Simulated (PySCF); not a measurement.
C$_{5}$H$_{5}$P, SMILES `c1ccpcc1`.

PySCF calculation, 6-31G* basis, gas phase; geometry: GFN2-xTB. No frequency check shows the geometry to be a minimum. GFN2-xTB bond lengths at metals and heavier atoms can be off by up to 0.1 Å and shapes distorted, which carries into these values.

Input script:

```python
import numpy as np
from pyscf import gto, scf, mcscf

mol = gto.M(atom='''
C     -1.67761    -0.00003     0.00000
C     -1.01068    -1.21520     0.00000
C      0.36359    -1.32747     0.00000
P      1.47972     0.00004     0.00000
C      0.36350     1.32750     0.00000
C     -1.01076     1.21514     0.00000
H     -2.75829    -0.00006     0.00000
H     -1.60094    -2.12338     0.00000
H      0.79825    -2.31990     0.00000
H      0.79809     2.31996     0.00000
H     -1.60108     2.12328     0.00000
''', basis='6-31g*', charge=0, spin=0, verbose=4)
# stretch the bond between atoms 3 and 9, from long to short, fragments rigid
a, b, move = 2, 8, [8]
xyz = mol.atom_coords(unit='Angstrom')
u = xyz[b] - xyz[a]
r0 = np.linalg.norm(u)
rows, last, dm_u = [], None, None
for r in [3.0, 2.35, 1.93, 1.66, 1.44, 1.28, 1.18, 1.07, 0.98]:
    new = xyz.copy()
    new[move] += u / r0 * (r - r0)
    m = mol.set_geom_(new, unit='Angstrom', inplace=False)
    rhf = scf.RHF(m).density_fit(auxbasis='def2-universal-jkfit').run()
    uhf = scf.UHF(m).density_fit(auxbasis='def2-universal-jkfit').newton()
    if dm_u is None:
        c = rhf.mo_coeff
        h = m.nelectron // 2 - 1
        ca, cb = c.copy(), c.copy()
        ca[:, h], cb[:, h] = (c[:, h] + c[:, h + 1]) / 2**.5, (c[:, h] - c[:, h + 1]) / 2**.5
        dm_u = np.array([x[:, :h + 1] @ x[:, :h + 1].T for x in (ca, cb)])
    uhf.kernel(dm0=dm_u)
    for _ in range(3):
        c, _, stable, _ = uhf.stability(return_status=True)
        if stable:
            break
        uhf.kernel(c, uhf.mo_occ)
    dm_u = uhf.make_rdm1()
    mc = mcscf.CASSCF(rhf, 2, 2)
    mc.natorb = True
    mc.fix_spin_(ss=0)
    guess = mcscf.addons.make_natural_orbitals(uhf)[1] if last is None else mcscf.project_init_guess(mc, last.mo_coeff, last.mol)
    mc.kernel(guess)
    last = mc
    act = slice(mc.ncore, mc.ncore + mc.ncas)
    print('r %.3f  RHF %.6f  UHF %.6f  <S^2> %.3f  CASSCF %.6f  occupations' % (r, rhf.e_tot, uhf.e_tot, uhf.spin_square()[0], mc.e_tot), mc.mo_occ[act].round(4))
    rows.append((new, rhf.e_tot, uhf.e_tot, uhf.spin_square()[0], mc.e_tot, mc.mo_occ[act], mc.mo_coeff[:, act], dm_u[0] - dm_u[1], rhf.converged and uhf.converged and mc.converged))
    np.savez('result.npz', **{k: [row[i] for row in rows] for i, k in enumerate('xyz rhf uhf s2 cas occ c spin ok'.split())})
```

Command:

```sh
OMP_NUM_THREADS=1 python input.py
```

The run took 7.9 min on 1 thread of Arm Neoverse V1, with other jobs on the host, peak memory 0.28 GiB.

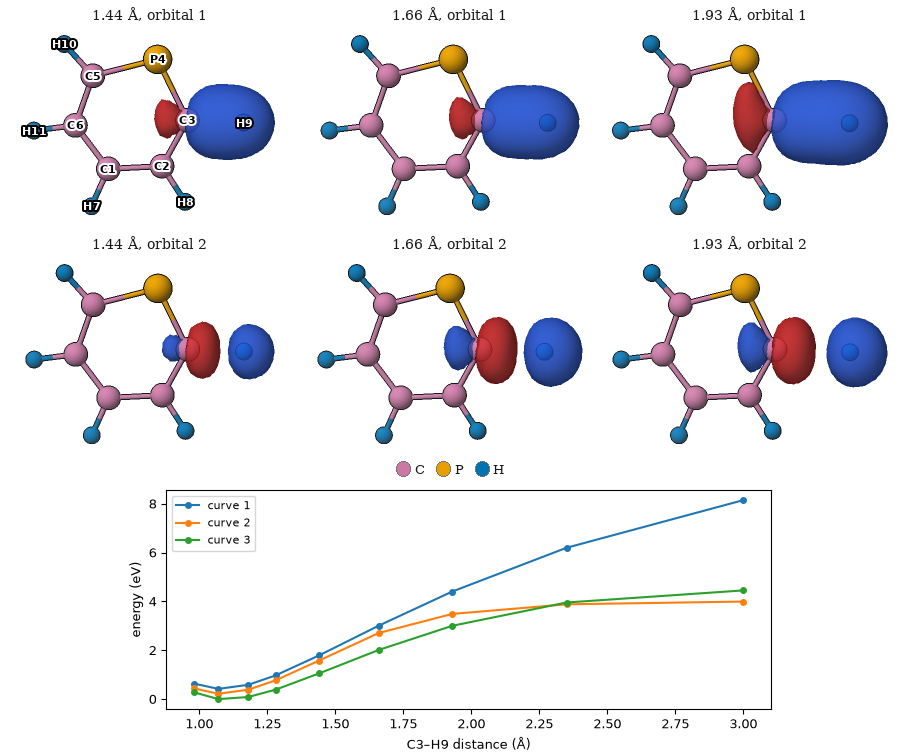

Rigid stretch of the C3–H9 bond. The two CASSCF(2,2) natural orbitals nearest half filling (orbital 1 the more occupied). Below: energies along the scan, from the lowest point of the three curves.

How do the occupations change along the stretch?

Answer. 1.44 Å: 1.95 and 0.05; 1.66 Å: 1.90 and 0.10; 1.93 Å: 1.81 and 0.19. At the longest distance computed (3.00 Å) they are 1.27 and 0.73, and the effective number of unpaired electrons is 1.7.

UHF's ⟨S²⟩ passes 1 along the scan (up to 1.82), so it also polarises electrons outside the stretched bond; its energy lowering isn't due to that bond alone.

Which curve is which method?

Answer. Curve 1 is RHF. Curve 2 is UHF. Curve 3 is CASSCF(2,2). RHF rises too steeply because it keeps both electrons in one orbital and so mixes in ionic fragments.

UHF already breaks spin symmetry near equilibrium here (⟨S²⟩ = 0.68 at 1.07 Å), for reasons apart from this bond.

How much energy does the stretch cost?

Answer. By CASSCF, 4.5 eV from the lowest point of the scan (1.07 Å) to 3.00 Å; RHF gives 7.7 eV from its own lowest point. The fragments aren't relaxed and dynamic correlation is missing, so this isn't a bond dissociation energy.
